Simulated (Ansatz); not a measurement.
**UBLYP/STO-3G run of N2H3 (hydrazinyl radical)**

Aim: the energy change on altering one bond length of N2H3 (hydrazinyl radical) at UBLYP/STO-3G, from 2 runs. 

Program for the calculation: Ansatz 0.2.0.

30 further runs of the same task are left out: 30 set aside as unsound or not needed.

### Step 1. The molecule

N2H3: 5 atoms, total charge 0, spin state doublet. As SMILES, `[NH]N`. Geometry: relaxed at PBE0-D4/def2-TZVP. This is one conformer, not always the lowest.

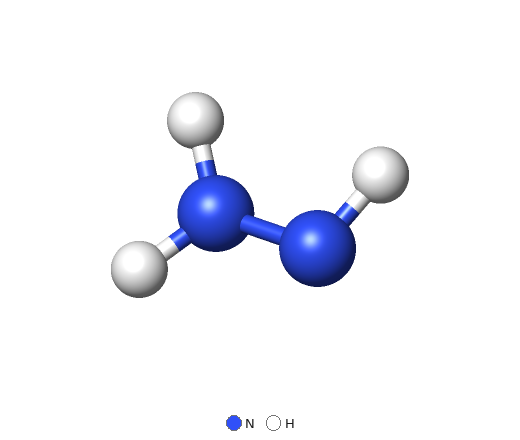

The structure, seen from a chosen angle (nitrogen blue, hydrogen white).

### Step 2. The energy at UBLYP/STO-3G

run.yaml reads:

```yaml
crystal:
  periodic: [false, false, false]
  atoms:
    - symbol: N
      position_ang: [-0.187600, -0.818050, 0.454040]
    - symbol: "N"
      position_ang: [-0.128660, 0.235610, -0.368450]
    - symbol: H
      position_ang: [0.759840, -0.951450, 0.811270]
    - symbol: H
      position_ang: [-1.030950, 0.592300, -0.640030]
    - symbol: H
      position_ang: [0.587360, 0.941580, -0.256830]
basis:
  gaussian:
    orbitals: STO-3G
hamiltonian:
  xc: {name: BLYP}
accuracy: high
magnetization:
  spin_polarized: true
  initial_magnetization: 1
```

Started as:

```
$ ansatz run run.yaml --threads 1 --pin off --max-ram 3480MiB --events-out events.jsonl --progress --plain --runs-dir runs
```

Standard output:

```text
Warning: RAYON_NUM_THREADS=1 ignored (pool sized by the plan → 1); use --threads N
Functional definition: BLYP
  name "BLYP"
  parameter beta = 0.0042
  parameter a = 0.04918
  parameter b = 0.132
  parameter c = 0.2533
  parameter d = 0.349
  exchange = b88_x(beta = beta)
  correlation = lyp_c(a = a, b = b, c = c, d = d)
209 factors; integrals over basis functions are off by at most 1.2e-8 eV
mean field evaluation 1: about -2983.7611 eV, gradient 1.1e1 eV
mean field evaluation 2: about -2982.9616 eV, gradient 1.6e1 eV
mean field evaluation 4: about -2984.6842 eV, gradient 6.2e-1 eV
mean field evaluation 8: about -2984.6496 eV, gradient 3.0e-3 eV
mean field evaluation 16: about -2984.6496 eV, gradient 1.4e-7 eV
mean field -2984.64960623 eV, -109.6838499609 hartree, gradient 4.2e-8 eV, S^2 0.750860; 0 other end points of the search recorded, 0 dependent functions left out
reference -2984.64963886 eV, -109.6838511598 hartree; 9, 8 occupied and 4, 5 virtual orbitals, 209 factors
Total energy: -2984.64963886 eV, -109.6838511598 hartree
```

Run time: 1.1 s. Hardware: 1 thread of Arm Neoverse V1, shared host; peak memory 0.11 GiB.

### Step 3. The distorted shape, same level

in.yaml reads:

```yaml
crystal:
  periodic: [false, false, false]
  atoms:
    - {symbol: "N", position_ang: [-0.424438, -0.784703, 0.364741]}
    - {symbol: N, position_ang: [-0.365498, 0.268957, -0.457749]}
    - {symbol: H, position_ang: [0.759840, -0.951450, 0.811270]}
    - {symbol: H, position_ang: [-1.267788, 0.625647, -0.729329]}
    - {symbol: H, position_ang: [0.350522, 0.974927, -0.346129]}
basis:
  gaussian:
    orbitals: STO-3G
magnetization:
  spin_polarized: true
  initial_magnetization: 1
hamiltonian:
  xc: {name: BLYP}
accuracy: high
```

Started as:

```
$ ansatz run in.yaml --threads 1 --pin off --max-ram 3480MiB --events-out events.jsonl --progress --plain --runs-dir runs
```

Standard output, shortened:

```text
Warning: RAYON_NUM_THREADS=1 ignored (pool sized by the plan → 1); use --threads N
[... 9 set-up lines as earlier in the session ...]
209 factors; integrals over basis functions are off by at most 1.4e-8 eV
mean field evaluation 1: about -2983.6315 eV, gradient 9.8e0 eV
mean field evaluation 2: about -2982.6224 eV, gradient 1.6e1 eV
mean field evaluation 4: about -2984.4031 eV, gradient 3.9e-1 eV
mean field evaluation 8: about -2984.3516 eV, gradient 1.2e-2 eV
mean field evaluation 16: about -2984.3516 eV, gradient 1.1e-6 eV
mean field -2984.35160427 eV, -109.6728985906 hartree, gradient 1.4e-8 eV, S^2 0.751577; 0 other end points of the search recorded, 0 dependent functions left out
reference -2984.35163697 eV, -109.6728997926 hartree; 9, 8 occupied and 4, 5 virtual orbitals, 209 factors
Total energy: -2984.35163697 eV, -109.6728997926 hartree
```

Wall time 1.2 s (1 thread of Arm Neoverse V1, shared host); peak memory 0.11 GiB.

### Step 4. What came out

Level: UBLYP/STO-3G.

```
                                                         quantity          value
                                        first shape: total energy  -109.68385 Eh
                                                first shape: ⟨S²⟩          0.751
                                    distorted shape: total energy  -109.67290 Eh
                                            distorted shape: ⟨S²⟩          0.752
energy change with the N1–H3 bond stretched from 1.021 to 1.277 Å       0.298 eV
```

In words: With the N1–H3 bond stretched from 1.021 to 1.277 Å the energy rises by 0.30 eV (28.8 kJ/mol). The first shape isn't relaxed at this level, so the change isn't measured from a minimum. The minimal basis adds a large error of its own.
